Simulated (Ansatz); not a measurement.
# GaGeH₅O: an energy map over bond length O2–Ge3 and angle Ge3–O2–Ga1

A grid of calculations on GaGeH₅O, SMILES [GaH2][O][GeH3], to see where the energy is lowest and how it rises around there.

Method: RKS PBE-D4/def2-SVP; program: Ansatz 0.2.0.

## Step 1: The system as given

SMILES `[GaH2][O][GeH3]`, 8 atoms, charge 0, spin multiplicity 1.

Atoms are counted from 1 here; the program's logs count them from 0.

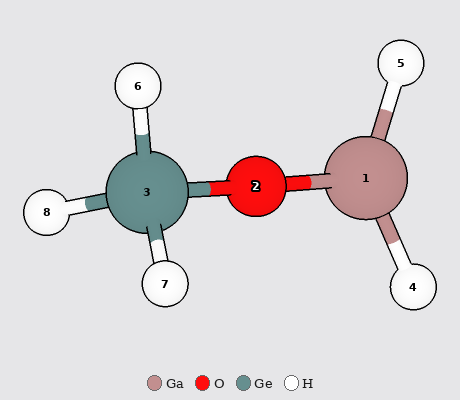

Start geometry, drawn with gallium pink, oxygen red, germanium teal, hydrogen white; atoms are numbered from 1 in the order of the file.

Geometry (Å):

```mol
GaGeH5O
  3D, bonds by distance, orders not assigned

  8  7  0  0  0  0  0  0  0  0999 V2000
   -1.1450    1.1637   -1.1892 Ga  0  0
   -0.1364    0.1239   -0.1500 O   0  0
    0.8715   -0.8851    0.9042 Ge  0  0
   -1.3976    0.6088   -2.6406 H   0  0
   -1.6482    2.4970   -0.5195 H   0  0
    1.4747    0.0014    2.0314 H   0  0
    2.0096   -1.5134    0.0509 H   0  0
   -0.0285   -1.9962    1.5128 H   0  0
  1  2  8  0
  1  4  8  0
  1  5  8  0
  2  3  8  0
  3  6  8  0
  3  7  8  0
  3  8  8  0
M  END
```

This geometry comes from a loose relaxation at PBE in a small basis, which is not shown.

## Step 2: Relaxing the molecule

Contents of input.yaml:

```yaml
crystal:
  periodic: [false, false, false]
  atoms:
    - { symbol: Ga, position_ang: [-1.145009, 1.16372, -1.189158] }
    - { symbol: O, position_ang: [-0.136403, 0.123894, -0.150001] }
    - { symbol: Ge, position_ang: [0.87148, -0.885086, 0.904183] }
    - { symbol: H, position_ang: [-1.397578, 0.608798, -2.640587] }
    - { symbol: H, position_ang: [-1.648241, 2.496973, -0.519543] }
    - { symbol: H, position_ang: [1.474678, 0.001379, 2.03141] }
    - { symbol: H, position_ang: [2.009607, -1.51343, 0.050876] }
    - { symbol: H, position_ang: [-0.028535, -1.996238, 1.51283] }
basis:
  gaussian: { orbitals: def2-SVP }
hamiltonian:
  xc: pbe
  dispersion: d4
output:
  forces: true
relax:
  f_tol: 0.003
  max_steps: 120
```

Command:

```sh
> ansatz run input.yaml --threads 1 --pin off --max-ram 2560MiB --backend cpu --events-out ev --progress --plain --runs-dir out
```

The log of the run, cut to the lines that bear on the results:

```text
Warning: RAYON_NUM_THREADS=1 ignored (pool sized by the plan → 1); use --threads N
[...]
Functional definition: PBE
[...]
1139 factors; their error is unknown
[...]
mean field -110990.63124386 eV, -4078.8304660599 hartree, gradient 4.7e-5 eV, S^2 0.000000; 0 other end points of the search recorded, 0 dependent functions left out
[...]
reference -110990.63128772 eV, -4078.8304676716 hartree; 38, 38 occupied and 65, 65 virtual orbitals, 1139 factors
relax step   1: F+E_penalty+E_count = -110990.77523903 eV  Δ(F+E_penalty+E_count) = +0.000e0 eV  max|allowed force component| = 2.636e-2 eV/Å  Δτ_max = 0.0000 Å  (25 SCF iters, accepted)
[...]
relax step   6: F+E_penalty+E_count = -110990.80675211 eV  Δ(F+E_penalty+E_count) = -2.647e-2 eV  max|allowed force component| = 4.606e-1 eV/Å  Δτ_max = 0.2000 Å  (31 SCF iters, accepted)
[...]
relax step  11: F+E_penalty+E_count = -110990.89493601 eV  Δ(F+E_penalty+E_count) = -2.860e-3 eV  max|allowed force component| = 7.176e-2 eV/Å  Δτ_max = 0.0951 Å  (24 SCF iters, accepted)
[...]
relax step  16: F+E_penalty+E_count = -110990.89765472 eV  Δ(F+E_penalty+E_count) = -9.971e-6 eV  max|allowed force component| = 3.415e-2 eV/Å  Δτ_max = 0.0557 Å  (23 SCF iters, accepted)
[...]
relax step  20: F+E_penalty+E_count = -110990.89787247 eV  Δ(F+E_penalty+E_count) = -6.842e-6 eV  max|allowed force component| = 1.519e-3 eV/Å  Δτ_max = 0.0097 Å  (26 SCF iters, accepted)
[...]
relax step  21: F+E_penalty+E_count = -110990.89787356 eV  Δ(F+E_penalty+E_count) = -1.098e-6 eV  max|allowed force component| = 8.064e-4 eV/Å  Δτ_max = 0.0055 Å  (22 SCF iters, accepted)
1139 factors; their error is unknown
mean field -110990.74620763 eV, -4078.8346909005 hartree, gradient 9.9e-6 eV, S^2 0.000000; 1 other end points of the search recorded, 0 dependent functions left out
[...]
reference -110990.74625086 eV, -4078.8346924891 hartree; 38, 38 occupied and 65, 65 virtual orbitals, 1139 factors
Total energy: -110990.89791679 eV, -4078.8402661094 hartree
Atom 0 at    -1.012676     1.041495    -1.151438 Å, force    -0.000673     0.000511     0.000238 eV/Å
Atom 1 at    -0.199654    -0.489748    -0.649014 Å, force     0.000442    -0.000267    -0.000010 eV/Å
Atom 2 at     0.763331    -0.852933     0.826451 Å, force    -0.000155    -0.000558     0.000806 eV/Å
Atom 3 at    -1.752766     0.918483    -2.529753 Å, force     0.000309     0.000090     0.000256 eV/Å
Atom 4 at    -0.881542     2.272058    -0.172725 Å, force     0.000129    -0.000396    -0.000446 eV/Å
Atom 5 at     0.843372     0.408701     1.737552 Å, force     0.000182     0.000380    -0.000288 eV/Å
Atom 6 at     2.182758    -1.281240     0.366475 Å, force    -0.000234     0.000249    -0.000122 eV/Å
Atom 7 at     0.057177    -2.016807     1.572462 Å, force     0.000000    -0.000010    -0.000434 eV/Å
Dipole moment:     0.010047     0.157091     0.112799 e Å
```

Run time: 75 s. Hardware: 1 thread of Arm Neoverse V1, shared host; peak memory 0.14 GiB.

Relaxation path: (the energy doesn't fall at every step)

```tsv
step	energy from step 1 (eV)	largest force component (eV/Å)
1	0.0000	0.0264
2	-0.0001	0.0205
3	-0.0003	0.0343
4	-0.0018	0.1290
5	-0.0050	0.2671
6	-0.0315	0.4606
7	-0.0514	0.6525
8	-0.1049	0.1546
9	-0.1168	0.0539
10	-0.1140	0.1793
11	-0.1197	0.0718
12	-0.1217	0.0126
13	-0.1221	0.0034
14	-0.1220	0.0558
15	-0.1224	0.0216
16	-0.1224	0.0342
17	-0.1226	0.0170
18	-0.1226	0.0075
19	-0.1226	0.0010
20	-0.1226	0.0015
21	-0.1226	0.0008
```

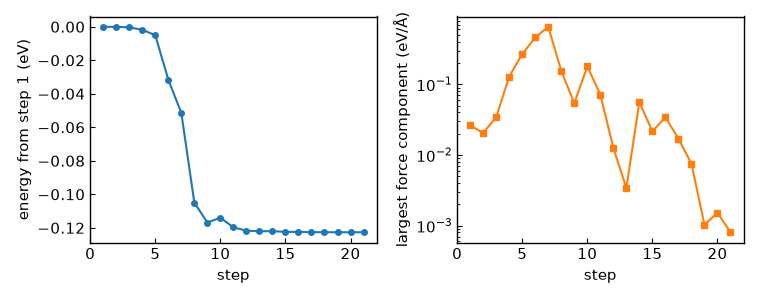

Energy and force, step by step.

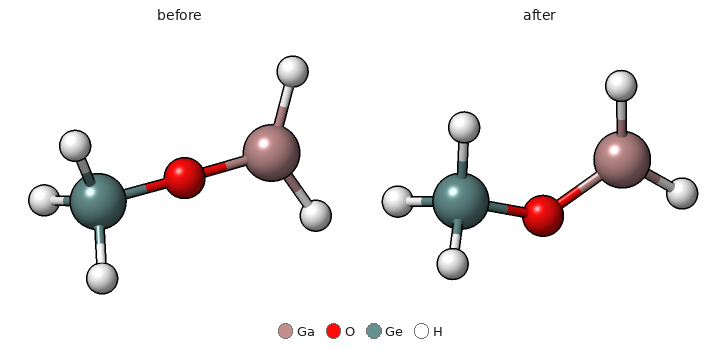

Before and after, at one scale.

Distances of close pairs at the start and the end, largest changes first:

```tsv
bond	before (Å)	after (Å)	change (Å)
O2–Ge3	1.773	1.799	+0.025
Ga1–O2	1.783	1.805	+0.022
Ga1–H4	1.574	1.569	-0.005
Ga1–H5	1.575	1.578	+0.003
Ge3–H7	1.555	1.552	-0.003
Ge3–H6	1.556	1.558	+0.003
Ge3–H8	1.554	1.552	-0.002
```

## Step 3: The grid

- bond length O2–Ge3: 9 values from 1.583 to 2.249 Å
- angle Ge3–O2–Ga1: 9 values from 94.8 to 164.8 °

Nothing else is relaxed (all other coordinates rigid). Energies count from the relaxed molecule at the same level.

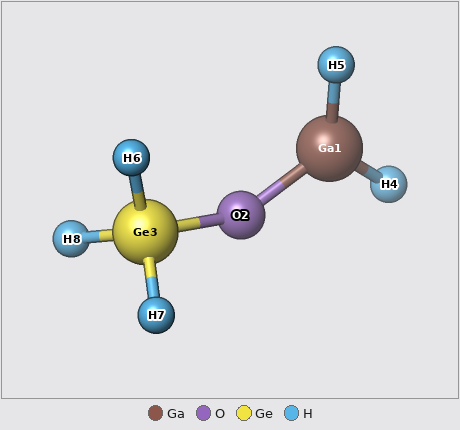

The geometry at bond length O2–Ge3 = 1.833 Å, angle Ge3–O2–Ga1 = 147.3°.

Below, 3 of the grid's runs; all are launched alike.

## Step 4: The run at bond length O2–Ge3 = 1.833 Å, angle Ge3–O2–Ga1 = 129.8°

Contents of input.yaml:

```yaml
crystal:
  periodic: [false, false, false]
  atoms:
    - { symbol: Ga, position_ang: [-1.012676, 1.041495, -1.151438] }
    - { symbol: O, position_ang: [-0.199654, -0.489748, -0.649014] }
    - { symbol: Ge, position_ang: [0.781368, -0.858557, 0.854803] }
    - { symbol: H, position_ang: [-1.752766, 0.918483, -2.529753] }
    - { symbol: H, position_ang: [-0.881542, 2.272058, -0.172725] }
    - { symbol: H, position_ang: [0.860784, 0.403658, 1.765155] }
    - { symbol: H, position_ang: [2.201038, -1.286654, 0.395383] }
    - { symbol: H, position_ang: [0.075459, -2.022221, 1.601372] }
basis:
  gaussian: { orbitals: def2-SVP }
hamiltonian:
  xc: pbe
  dispersion: d4
output:
  forces: true
```

Command:

```sh
> ansatz run input.yaml --threads 1 --pin off --max-ram 2560MiB --backend cpu --events-out ev --progress --plain --runs-dir out
```

The log of the run, cut to the lines that bear on the results:

```text
Warning: RAYON_NUM_THREADS=1 ignored (pool sized by the plan → 1); use --threads N
[...]
[... 1 set-up line as earlier in the session ...]
[...]
1139 factors; their error is unknown
[...]
mean field -110990.73420062 eV, -4078.8342496512 hartree, gradient 2.3e-5 eV, S^2 0.000000; 0 other end points of the search recorded, 0 dependent functions left out
[...]
reference -110990.73424372 eV, -4078.8342512350 hartree; 38, 38 occupied and 65, 65 virtual orbitals, 1139 factors
Total energy: -110990.88503647 eV, -4078.8397927662 hartree
Atom 0 at    -1.012676     1.041495    -1.151438 Å, force     0.031250    -0.022095     0.042611 eV/Å
Atom 1 at    -0.199654    -0.489748    -0.649014 Å, force     0.373420    -0.165090     0.556754 eV/Å
Atom 2 at     0.781368    -0.858557     0.854803 Å, force    -0.356565     0.162338    -0.527785 eV/Å
Atom 3 at    -1.752766     0.918483    -2.529753 Å, force    -0.000632    -0.001190    -0.002164 eV/Å
Atom 4 at    -0.881542     2.272058    -0.172725 Å, force    -0.005145     0.012104    -0.002025 eV/Å
Atom 5 at     0.860784     0.403658     1.765155 Å, force    -0.011189    -0.002504    -0.022234 eV/Å
Atom 6 at     2.201038    -1.286654     0.395383 Å, force    -0.020276     0.006768    -0.019823 eV/Å
Atom 7 at     0.075459    -2.022221     1.601372 Å, force    -0.010864     0.009670    -0.025334 eV/Å
Dipole moment:     0.029992     0.141450     0.138430 e Å
```

It took 3.3 s on 1 thread of Arm Neoverse V1, shared host; peak memory 0.13 GiB.

That is 1.2 kJ/mol from the zero.

## Step 5: Point bond length O2–Ge3 = 1.833 Å, angle Ge3–O2–Ga1 = 147.3°

Contents of input.yaml:

```yaml
crystal:
  periodic: [false, false, false]
  atoms:
    - { symbol: Ga, position_ang: [-1.012676, 1.041495, -1.151438] }
    - { symbol: O, position_ang: [-0.199654, -0.489748, -0.649014] }
    - { symbol: Ge, position_ang: [0.813326, -1.357701, 0.608133] }
    - { symbol: H, position_ang: [-1.752766, 0.918483, -2.529753] }
    - { symbol: H, position_ang: [-0.881542, 2.272058, -0.172725] }
    - { symbol: H, position_ang: [1.147102, -0.393256, 1.785705] }
    - { symbol: H, position_ang: [2.115972, -1.835863, -0.087765] }
    - { symbol: H, position_ang: [-0.010135, -2.57105, 1.117526] }
basis:
  gaussian: { orbitals: def2-SVP }
hamiltonian:
  xc: pbe
  dispersion: d4
output:
  forces: true
```

Command:

```sh
> ansatz run input.yaml --threads 1 --pin off --max-ram 2560MiB --backend cpu --events-out ev --progress --plain --runs-dir out
```

The log of the run, cut to the lines that bear on the results:

```text
Warning: RAYON_NUM_THREADS=1 ignored (pool sized by the plan → 1); use --threads N
[...]
[... 1 set-up line as earlier in the session ...]
[...]
1139 factors; their error is unknown
[...]
mean field -110990.68425478 eV, -4078.8324141754 hartree, gradient 8.5e-6 eV, S^2 0.000000; 0 other end points of the search recorded, 0 dependent functions left out
[...]
reference -110990.68429819 eV, -4078.8324157707 hartree; 38, 38 occupied and 65, 65 virtual orbitals, 1139 factors
Total energy: -110990.82979657 eV, -4078.8377627375 hartree
Atom 0 at    -1.012676     1.041495    -1.151438 Å, force     0.206602    -0.187652     0.250923 eV/Å
Atom 1 at    -0.199654    -0.489748    -0.649014 Å, force     0.388770    -0.454424     0.408111 eV/Å
Atom 2 at     0.813326    -1.357701     0.608133 Å, force    -0.535233     0.615688    -0.567317 eV/Å
Atom 3 at    -1.752766     0.918483    -2.529753 Å, force     0.001375    -0.014859    -0.006936 eV/Å
Atom 4 at    -0.881542     2.272058    -0.172725 Å, force    -0.009844     0.008057    -0.012769 eV/Å
Atom 5 at     1.147102    -0.393256     1.785705 Å, force    -0.005238    -0.010979    -0.016874 eV/Å
Atom 6 at     2.115972    -1.835863    -0.087765 Å, force    -0.024544     0.021795    -0.026694 eV/Å
Atom 7 at    -0.010135    -2.571050     1.117526 Å, force    -0.021887     0.022374    -0.028444 eV/Å
Dipole moment:     0.038322     0.074074     0.112192 e Å
```

Wall time 3.3 s (1 thread of Arm Neoverse V1, shared host); peak memory 0.13 GiB.

On the map this point reads 7 kJ/mol.

## Step 6: Point bond length O2–Ge3 = 1.833 Å, angle Ge3–O2–Ga1 = 156.1°

Contents of input.yaml:

```yaml
crystal:
  periodic: [false, false, false]
  atoms:
    - { symbol: Ga, position_ang: [-1.012676, 1.041495, -1.151438] }
    - { symbol: O, position_ang: [-0.199654, -0.489748, -0.649014] }
    - { symbol: Ge, position_ang: [0.793809, -1.580988, 0.438237] }
    - { symbol: H, position_ang: [-1.752766, 0.918483, -2.529753] }
    - { symbol: H, position_ang: [-0.881542, 2.272058, -0.172725] }
    - { symbol: H, position_ang: [1.245141, -0.80212, 1.710204] }
    - { symbol: H, position_ang: [2.028477, -2.054786, -0.374724] }
    - { symbol: H, position_ang: [-0.097891, -2.789691, 0.830277] }
basis:
  gaussian: { orbitals: def2-SVP }
hamiltonian:
  xc: pbe
  dispersion: d4
output:
  forces: true
```

Command:

```sh
> ansatz run input.yaml --threads 1 --pin off --max-ram 2560MiB --backend cpu --events-out ev --progress --plain --runs-dir out
```

The log of the run, cut to the lines that bear on the results:

```text
Warning: RAYON_NUM_THREADS=1 ignored (pool sized by the plan → 1); use --threads N
[...]
[... 1 set-up line as earlier in the session ...]
[...]
1139 factors; their error is unknown
[...]
mean field -110990.64631038 eV, -4078.8310197442 hartree, gradient 3.4e-5 eV, S^2 0.000000; 0 other end points of the search recorded, 0 dependent functions left out
[...]
reference -110990.64635411 eV, -4078.8310213512 hartree; 38, 38 occupied and 65, 65 virtual orbitals, 1139 factors
Total energy: -110990.79005484 eV, -4078.8363022559 hartree
Atom 0 at    -1.012676     1.041495    -1.151438 Å, force     0.252746    -0.273609     0.280008 eV/Å
Atom 1 at    -0.199654    -0.489748    -0.649014 Å, force     0.389556    -0.544812     0.354619 eV/Å
Atom 2 at     0.793809    -1.580988     0.438237 Å, force    -0.576220     0.789993    -0.533632 eV/Å
Atom 3 at    -1.752766     0.918483    -2.529753 Å, force    -0.005760    -0.010330    -0.016761 eV/Å
Atom 4 at    -0.881542     2.272058    -0.172725 Å, force    -0.006127    -0.006036    -0.014790 eV/Å
Atom 5 at     1.245141    -0.802120     1.710204 Å, force    -0.011017    -0.008277    -0.025415 eV/Å
Atom 6 at     2.028477    -2.054786    -0.374724 Å, force    -0.019182     0.027534    -0.023250 eV/Å
Atom 7 at    -0.097891    -2.789691     0.830277 Å, force    -0.023997     0.025537    -0.020778 eV/Å
Dipole moment:     0.037840     0.042841     0.092378 e Å
```

Run time: 3.1 s. Hardware: 1 thread of Arm Neoverse V1, shared host; peak memory 0.13 GiB.

Energy on the map's scale: 10 kJ/mol.

## Step 7: Energy over the grid

81 points were computed. Energies in kJ/mol, from the relaxed molecule at the same level:

```
angle Ge3–O2–Ga1 (°) ↓, bond length O2–Ge3 (Å) →  1.583  1.666  1.749  1.833  1.916  1.999  2.082  2.165  2.249
                                           164.8     76     28     11     14     30     53     82    113    145
                                           156.1     75     27      8     10     25     49     77    107    138
                                           147.3     75     25      6      7     21     43     70    100    130
                                           138.6     76     24      3      3     16     37     64     92    122
                                           129.8     79     26      3      1     13     33     58     86    115
                                           121.1     88     31      6      3     12     31     55     82    110
                                           112.3    107     46     18     11     18     34     57     82    109
                                           103.6    147     80     45     33     36     49     68     91    116
                                            94.8    236    156    111     89     83     88    101    118    138
```

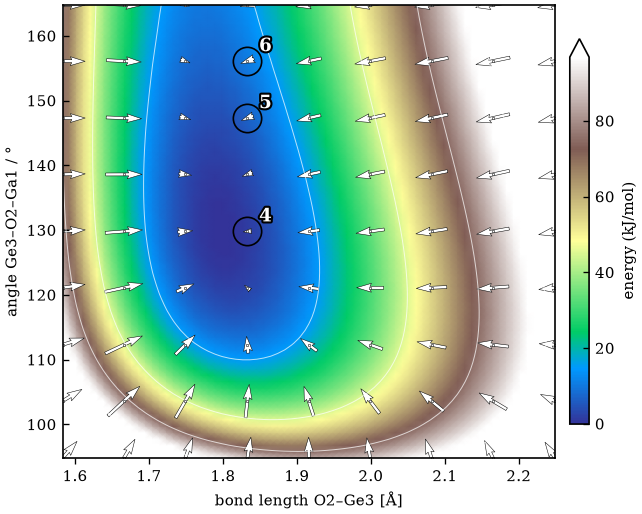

The map; numbers mark the steps of this session that print a point's run. In the figure: a smooth colour map, dots at the grid points, arrows along the force (downhill), longer where it is stronger, one colour for all values above the top of the scale. Between grid points the surface is interpolated.

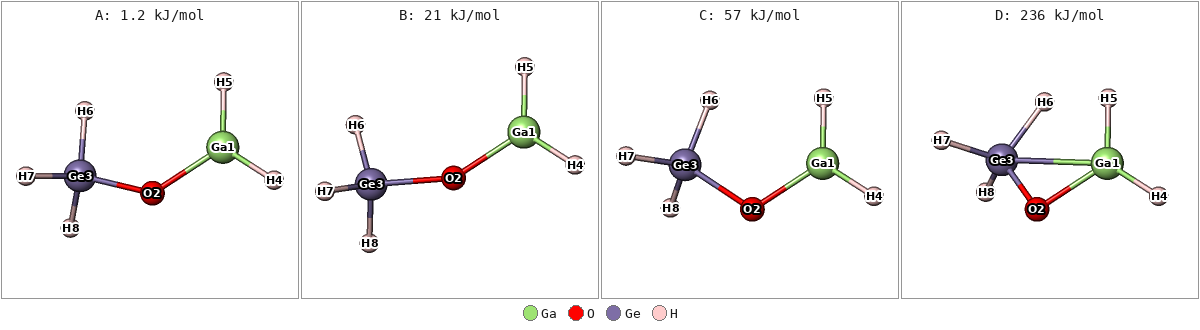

Structures on the grid, at one scale: A at bond length O2–Ge3 = 1.833 Å, angle Ge3–O2–Ga1 = 129.8°; B at bond length O2–Ge3 = 1.916 Å, angle Ge3–O2–Ga1 = 147.3°; C at bond length O2–Ge3 = 2.082 Å, angle Ge3–O2–Ga1 = 112.3°; D at bond length O2–Ge3 = 1.583 Å, angle Ge3–O2–Ga1 = 94.8°.

On the same grid, largest force on an atom (eV/Å):

```csv
"angle Ge3–O2–Ga1 (°) ↓, bond length O2–Ge3 (Å) →",1.583,1.666,1.749,1.833,1.916,1.999,2.082,2.165,2.249
164.8,8.7,4.1,1.2,1.2,2.3,2.9,3.2,3.3,3.2
156.1,8.7,4.2,1.2,1.1,2.2,2.8,3.1,3.2,3.2
147.3,8.8,4.2,1.2,1.0,2.1,2.7,3.0,3.1,3.1
138.6,8.8,4.3,1.3,0.8,2.0,2.6,3.0,3.1,3.1
129.8,8.9,4.3,1.3,0.7,1.9,2.6,3.0,3.2,3.2
121.1,9.0,4.4,1.5,0.7,2.0,2.7,3.1,3.3,3.3
112.3,9.5,4.9,1.9,0.8,2.0,2.8,3.2,3.4,3.4
103.6,10.3,5.6,2.6,1.2,2.2,2.9,3.4,3.6,3.6
94.8,11.7,7.0,3.9,2.4,2.4,3.1,3.5,3.8,3.8
```

On the same grid, dipole moment (D):

```csv
"angle Ge3–O2–Ga1 (°) ↓, bond length O2–Ge3 (Å) →",1.583,1.666,1.749,1.833,1.916,1.999,2.082,2.165,2.249
164.8,1.41,0.92,0.48,0.38,0.74,1.17,1.60,2.02,2.41
156.1,1.41,0.95,0.58,0.52,0.81,1.20,1.60,1.98,2.34
147.3,1.41,1.00,0.70,0.67,0.91,1.25,1.61,1.96,2.29
138.6,1.41,1.05,0.82,0.82,1.02,1.32,1.64,1.96,2.25
129.8,1.42,1.12,0.94,0.96,1.14,1.40,1.69,1.98,2.25
121.1,1.44,1.19,1.07,1.10,1.27,1.50,1.76,2.02,2.28
112.3,1.47,1.28,1.21,1.25,1.40,1.61,1.85,2.09,2.34
103.6,1.51,1.39,1.35,1.42,1.55,1.74,1.96,2.18,2.41
94.8,1.57,1.51,1.52,1.60,1.73,1.89,2.08,2.29,2.50
```

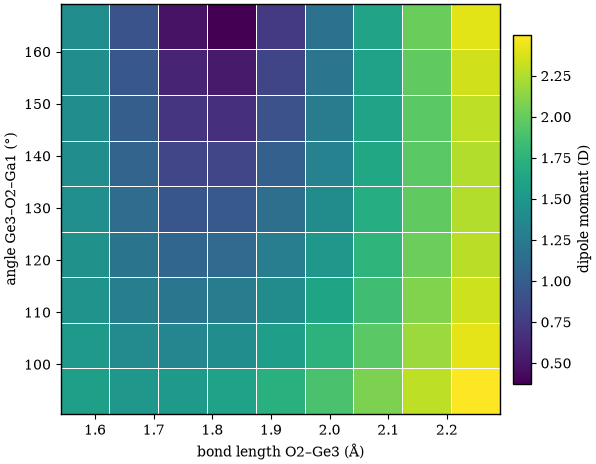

The dipole moment over the grid. In the figure: one coloured cell a grid point.

## Step 8: Results

| quantity | value |
| --- | --- |
| lowest point | bond length O2–Ge3 = 1.833 Å, angle Ge3–O2–Ga1 = 129.8°, 1.2 kJ/mol |
| highest computed point | bond length O2–Ge3 = 1.583 Å, angle Ge3–O2–Ga1 = 94.8°, 235 kJ/mol above the lowest |
| largest force on an atom (eV/Å) | 0.7 at bond length O2–Ge3 = 1.833 Å, angle Ge3–O2–Ga1 = 129.8° to 11.7 at bond length O2–Ge3 = 1.583 Å, angle Ge3–O2–Ga1 = 94.8°; 0.7 at the lowest point |
| dipole moment (D) | 0.38 at bond length O2–Ge3 = 1.833 Å, angle Ge3–O2–Ga1 = 164.8° to 2.50 at bond length O2–Ge3 = 2.249 Å, angle Ge3–O2–Ga1 = 94.8°; 0.96 at the lowest point |
| time for the whole task | 16 min on 1 thread, shared host |

**Reading.** The lowest computed point is at bond length O2–Ge3 = 1.833 Å, angle Ge3–O2–Ga1 = 129.8°, 1.2 kJ/mol from the relaxed molecule at the same level. The grid is coarse, so the lowest point of the scanned range may lie between grid points; coordinates that were held can hide deeper minima. The grid shows no other well, apart from its symmetry copies. The highest computed point, bond length O2–Ge3 = 1.583 Å, angle Ge3–O2–Ga1 = 94.8°, lies 235 kJ/mol above the lowest. Round the minimum the valley is somewhat tilted: raising bond length O2–Ge3 shifts the best value of angle Ge3–O2–Ga1 downwards (coupling k₁₂/√(k₁₁k₂₂) about 0.2).
